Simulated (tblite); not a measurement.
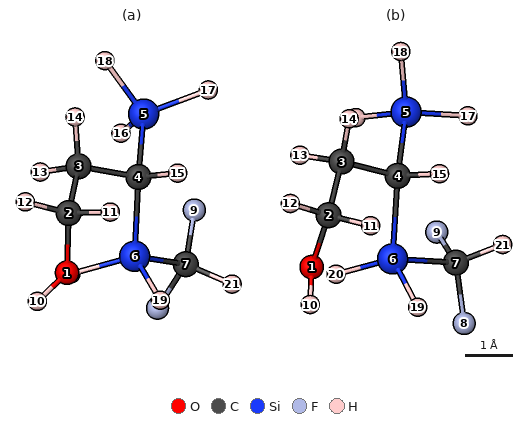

The structure of C4H12F2OSi2 before (left) and after (right) a relaxation, at one scale.

The picture is a ball-and-stick view, seen from a free direction.

Computed with GFN2-xTB geometry optimisation, gas phase in tblite 0.8.0. 

### What changed between the two?

After 145 geometry steps the energy has fallen by 17.5 kcal/mol. F8 moves most after the best rigid fit: 1.14 Å. Largest moves by element: F 1.14 Å, H 0.87 Å, O 0.49 Å, C 0.20 Å, Si 0.15 Å. Some distances before and after: Si6–C7 1.870 → 1.945 Å, C4–Si5 1.862 → 1.914 Å, O1–Si6 2.504 → 2.457 Å, C2–H11 1.134 → 1.097 Å. Among the angles between lasting bonds that change: C7–Si6–H20 111.1° → 101.8°, H19–Si6–H20 109.0° → 117.2°, C4–Si6–C7 112.6° → 104.7°. Groups turn about Si6–C7 by about 45°, O1–C2 by about 45°, C4–Si5 by about 25°. The run took 2.4 s on 1 thread of Arm Neoverse N1, with other jobs on the host.
